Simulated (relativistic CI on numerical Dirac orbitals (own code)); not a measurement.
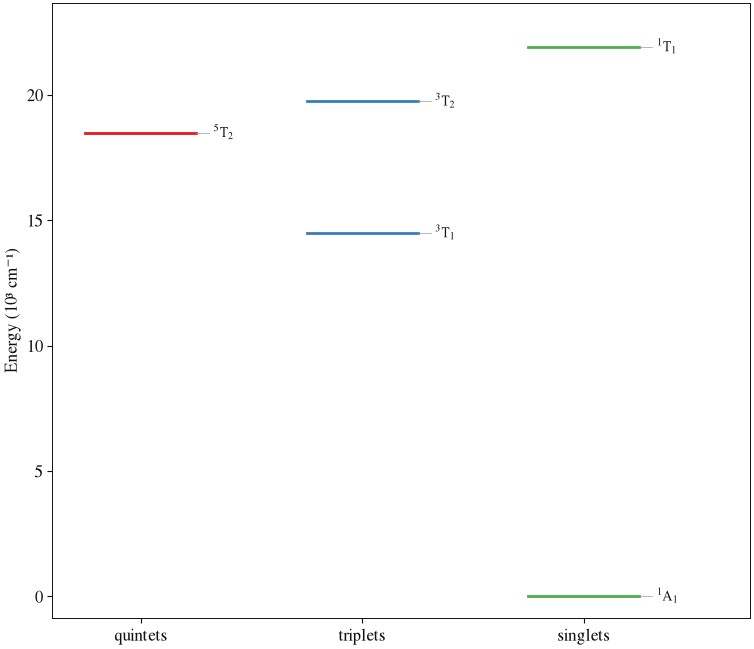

Terms of d⁶ with B = 830 and C = 3,430 cm⁻¹ in a field of Oh symmetry with 10Dq = 24,070 cm⁻¹. Parametric ligand-field model of a d shell (Racah B and C, crystal field, no spin-orbit coupling), computed by exact diagonalisation.

### What absorption bands follow from this ladder?

The ground term is ¹A₁, low spin, with 0.0 electrons in the e pair. Lowest spin-allowed bands: ¹T₁ at 21,900 cm⁻¹. Lowest spin-forbidden terms: ³T₁ at 14,500 cm⁻¹ and ⁵T₂ at 18,500 cm⁻¹.
